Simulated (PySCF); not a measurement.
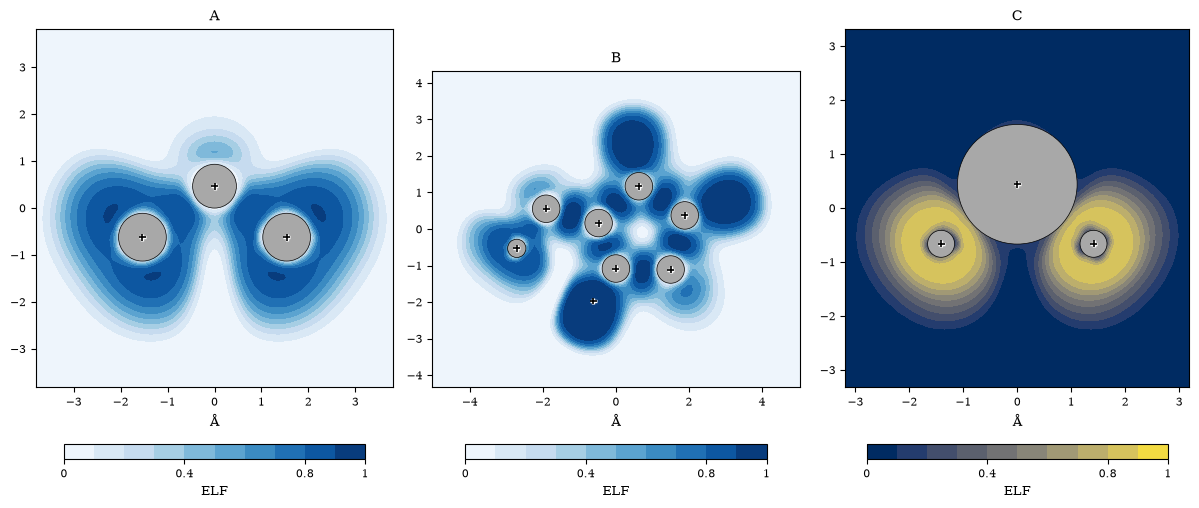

The electron localisation function of 3 systems, each on a plane through atoms (crosses mark nuclei in the plane; grey discs cover the cores).

These are results of PySCF, DFT single point, gas phase, functional wB97X, not measurements.

System 1: F4Mo (charge +1, doublet), the plane of atoms F3, Mo1 and F4. Geometry: BP86-D3(BJ)/def2-SVP; core potentials replace the inner electrons of Mo.

```xyz
5

Mo    0.0026    0.0030   -0.0215
F     0.4657   -0.2285    1.6941
F     1.5734    0.2881   -0.8365
F    -1.0176    1.3773   -0.5533
F    -1.0139   -1.4293   -0.3787
```

System 2: BCl3H (SMILES Cl[BH-](Cl)Cl) (charge −1), the plane of atoms Cl1, B2 and Cl3. Geometry: PBE0-D3(BJ)/ma-def2-SVP.

```xyz
5

Cl   -0.8697   -1.5370   -0.3331
B     0.0169   -0.0267    0.3560
Cl   -0.8845    1.5334   -0.1897
Cl    1.7836    0.0100   -0.2903
H     0.0310   -0.0822    1.5675
```

System 3: C6H8F2, the plane of atoms F3, C2 and C4. Geometry: PBE0-D3(BJ)/def2-SVP.

```yaml
atoms:
  - { symbol: F, position_ang: [2.6460, -0.4130, 0.8989] }
  - { symbol: C, position_ang: [2.0733, 0.2162, -0.1603] }
  - { symbol: F, position_ang: [2.5518, 1.4784, -0.2019] }
  - { symbol: C, position_ang: [0.5915, 0.2029, -0.0202] }
  - { symbol: C, position_ang: [-0.2091, 1.2731, -0.0583] }
  - { symbol: C, position_ang: [-1.6441, 0.8919, 0.1632] }
  - { symbol: C, position_ang: [-1.6306, -0.6376, -0.0127] }
  - { symbol: C, position_ang: [-0.1749, -1.0659, 0.2387] }
  - { symbol: H, position_ang: [2.4157, -0.3077, -1.0730] }
  - { symbol: H, position_ang: [0.1413, 2.2990, -0.1880] }
  - { symbol: H, position_ang: [-2.3374, 1.3970, -0.5287] }
  - { symbol: H, position_ang: [-1.9023, -0.8817, -1.0519] }
  - { symbol: H, position_ang: [-2.3499, -1.1542, 0.6387] }
  - { symbol: H, position_ang: [0.1435, -1.9051, -0.4019] }
  - { symbol: H, position_ang: [-0.0039, -1.3918, 1.2806] }
  - { symbol: H, position_ang: [-1.9576, 1.1903, 1.1814] }
```

Question: Which map belongs to which system?

Answer: Panel A is system 2, BCl3H: the plane holds Cl and B. B–Cl (1.88 Å): the ELF peaks at about 0.90 between the atoms, as expected for a shared but strongly polarised pair. Panel B is system 3, C6H8F2: the plane holds C, F and H. C–C (1.34 Å): the ELF peaks at about 0.90 between the atoms: a multiple bond. Panel C is system 1, F4Mo: the plane holds Mo and F. Mo–F (1.79 Å): the ELF peaks at about 0.80 in the valence shell of F, 0.5 Å from its nucleus, and drops to about 0.25 between the two atoms.
